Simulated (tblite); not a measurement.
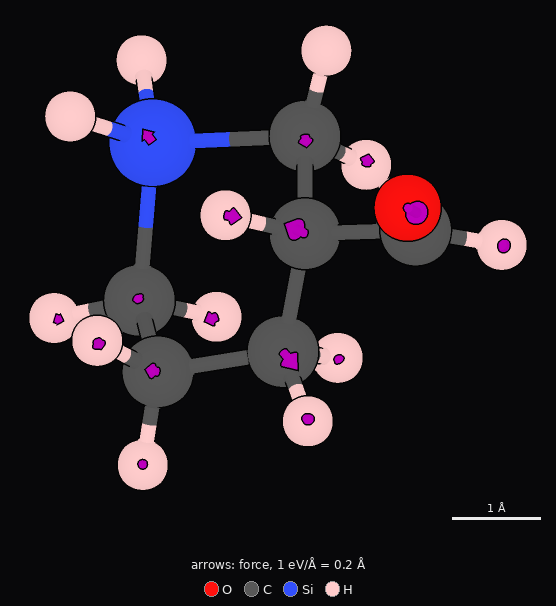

Starting geometry of C₆H₁₂OSi with the computed forces as purple arrows. Style: ball-and-stick. Shown from a free direction.

Level of theory: GFN2-xTB geometry optimisation, gas phase (tblite). 

What follows when this structure is relaxed?

It isn't relaxed: the largest force vector, on a C atom, is 4.99 eV/Å. The final displacements have little in common with the starting forces (cosine between the two patterns 0.22). The energy falls by 0.701 eV in 64 geometry steps. An H atom moves most after the best rigid fit: 0.45 Å. Largest moves by element: H 0.45 Å, O 0.33 Å, C 0.15 Å, Si 0.12 Å. Some distances before and after: C–O 1.255 → 1.199 Å, C–C 1.462 → 1.503 Å, C–H 1.074 → 1.110 Å, C–C 1.499 → 1.528 Å. Among the angles between lasting bonds that change: C–C–H 125.9° → 113.2°, O–C–C 116.1° → 125.9°, H–C–H 114.9° → 106.4°.
